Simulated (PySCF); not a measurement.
## A study: Ge(iPr)Cl3 (C$_{3}$H$_{7}$Cl$_{3}$Ge)

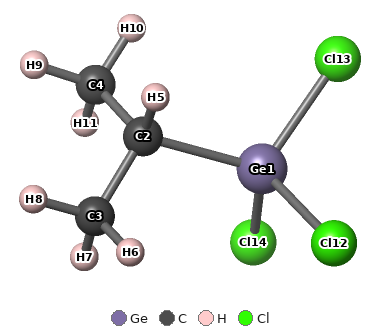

The molecule, with its atoms numbered as below. No frequency check shows the geometry to be a minimum.

Geometry (Å), atoms numbered from 1:

```
Ge1     -0.2200    0.0006    0.0446
C2       1.7318    0.0040    0.7310
C3       2.4362    1.2668    0.2713
C4       2.4382   -1.2545    0.2613
H5       1.6470   -0.0007    1.8194
H6       1.9091    2.1546    0.6164
H7       2.4932    1.2989   -0.8153
H8       3.4497    1.2914    0.6695
H9       3.4507   -1.2818    0.6616
H10      1.9106   -2.1454    0.5973
H11      2.4975   -1.2764   -0.8253
Cl12    -1.3050    1.7540    0.6402
Cl13    -1.3332   -1.6863    0.7674
Cl14    -0.3004   -0.0768   -2.0977
```

### 1. Bonding charge

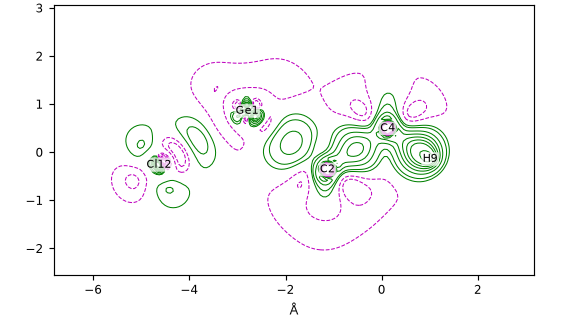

Deformation density (molecule less spherical, spin-averaged free atoms) in the plane of Ge1, C2, C4, H9 and Cl12; contours at ±0.05 to ±0.8 e/Å³; solid green lines: gain, dashed magenta lines: loss.

PySCF calculation, ωB97X/cc-pVDZ, gas phase; geometry: GFN2-xTB.

> How much density has each bond in this plane gained at its critical point, relative to the free atoms?

C4–H9: +0.67 e/Å³ at the bond critical point (bond length 1.09 Å, Mayer order 1.0). C2–C4: +0.44 e/Å³ at the bond critical point (bond length 1.52 Å, Mayer order 1.1). Ge1–C2: +0.23 e/Å³ at the bond critical point (bond length 2.07 Å, Mayer order 0.9). Ge1–Cl12: +0.06 e/Å³ at the bond critical point (bond length 2.15 Å, Mayer order 1.1). In all, 3.1 electrons gather in the regions of gain relative to the promolecule. A small or negative value marks a very polar bond, one between electron-rich atoms, whose free-atom densities already overlap strongly, a long bond to a heavier atom, or a closed-shell contact such as a hydrogen bond.

> Where do the Hirshfeld charges lie?

The highest Hirshfeld charge is on Ge1 (+0.42 e), the lowest on Cl13 (−0.15 e).

```csv
atom,charge (e)
Ge1,+0.42
C2,−0.06
C3,−0.12
C4,−0.12
H5,+0.05
H6,+0.04
H7,+0.04
H8,+0.05
H9,+0.05
H10,+0.04
H11,+0.04
Cl12,−0.15
Cl13,−0.15
Cl14,−0.14
```

### 2. Bond critical points

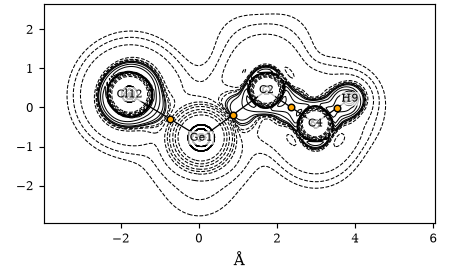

Negative Laplacian of the density (−∇²ρ) in the plane of Ge1, C2, C4, H9 and Cl12 (solid lines positive, dashed lines negative, contours at ±0.02 to ±8 a.u.), with bond paths and bond critical points (dots).

> Sort the bonds in the plane by the sign of ∇²ρ at their critical points.

Concentrated (∇²ρ < 0): C4–H9 (−0.99 a.u.); C2–C4 (−0.54 a.u.); Ge1–C2 (−0.06 a.u.). Depleted (∇²ρ > 0): Ge1–Cl12 (+0.16 a.u., H = −0.049).

> Where along C4–H9 does the critical point lie?

0.69 Å from C4 and 0.40 Å from H9.

### 3. Local ionisation energy

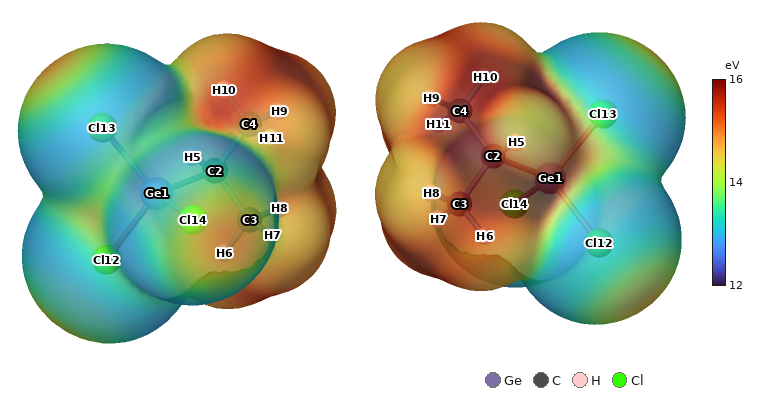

Average local ionisation energy on the surface of electron density 0.001 a.u. (back view left, front view right).

> Locate the minima of the map.

The lowest value is 12.9 eV, 2.1 Å from Cl13. Further minima include 12.9 eV, 2.1 Å from Cl12; 12.9 eV, 2.1 Å from Cl12, and at like points elsewhere. For comparison, the highest occupied orbital lies at −10.7 eV.

> What volume does the surface enclose, and what is the dipole moment?

About 194 Å³; the dipole moment is 3.4 D.
